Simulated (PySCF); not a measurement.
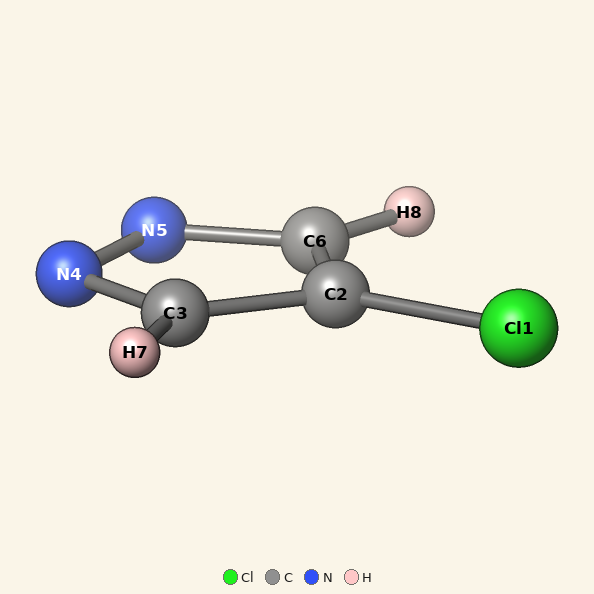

Distant atoms are faded towards the background colour. Charge −1, singlet. Computed geometry: PBE0-D3(BJ)/def2-SVP optimisation. No frequency run is at hand to confirm it as a minimum.

How is the 5-membered ring C2–C3–N4–N5–C6 puckered?

It is planar. The Cremer–Pople amplitude Q is 0.00 Å.

Give the torsion angles round the ring, beginning with the bond from its second to its third atom.

0°, 0°, 0°, 0°, 0°.
